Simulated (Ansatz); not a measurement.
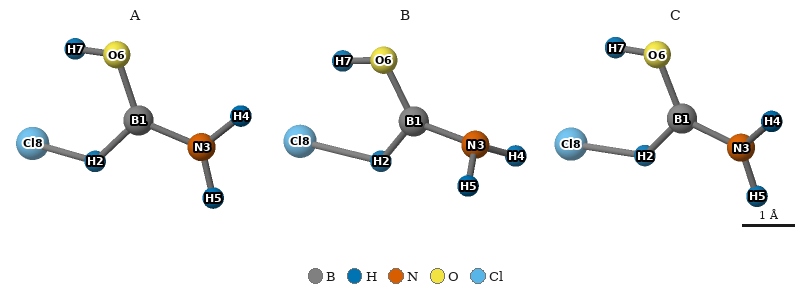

3 geometries from a converged minimum-energy path of BNH$_{4}$OCl (multiplicity 2), shuffled. Style: ball-and-stick. Shown at a tilt.

Computed with UKS PBE-D4/def2-SVP in Ansatz. Settings: 7 movable images; climbing image; force threshold 0.05 eV/Å; iteration limit 60; starting path through a guess of the saddle point.

Question: One of them is the converged climbing image. Which?

Answer: B. In order along the path, whose images run from 0 to 8: C (image 0, 0.00 eV), A (image 1, +0.01 eV), B (image 4, +0.46 eV). No bond forms or breaks between the ends. Among the angles between lasting bonds that change up to the highest image: B1–N3–H5 123.3° → 114.5°, B1–N3–H4 122.1° → 114.9°.

Cost: 100 s on 2 threads of Intel(R) Xeon(R) 6975P-C (Granite Rapids) (shared host), peak memory 0.19 GiB.
